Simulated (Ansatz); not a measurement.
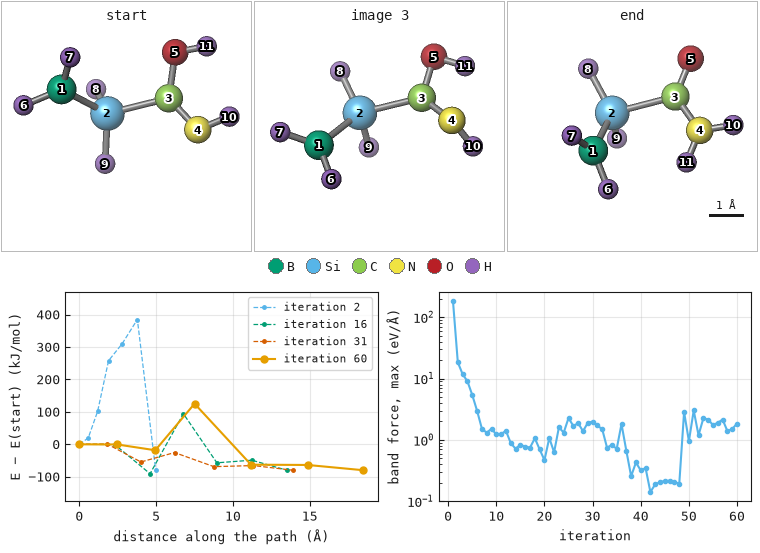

A nudged-elastic-band calculation for CH6BNOSi. Images are numbered from 0 (start) to 6 (end). The plot follows the band through its iterations. Style: ball-and-stick. Shown at a tilt.

Computed with Ansatz 0.2.0, RKS PBE-D4/def2-SVP. Settings: 5 movable images; climbing image; force threshold 0.05 eV/Å; iteration limit 60; starting path through a guess of the saddle point.

Question: Judge this run.

Answer: The result isn't final. The band hadn't converged when the run stopped after 60 iterations. The largest component of the band force went from 180 to 1.9 eV/Å. The barrier read from it is provisional: over the last two iterations the highest image moved from 151.5 kJ/mol to 125.3 kJ/mol. The first iteration put the highest image at 3382.4 kJ/mol. Relative to the start the highest point is image 3 at +125.3 kJ/mol and the end lies at −79.9 kJ/mol, but the profile dips to −18.3 kJ/mol at image 2 on the way, so there may be an intermediate minimum, or an end is no minimum.

Cost: 8 min on 2 threads of Arm Neoverse V2, on a shared host, peak memory 0.12 GiB.
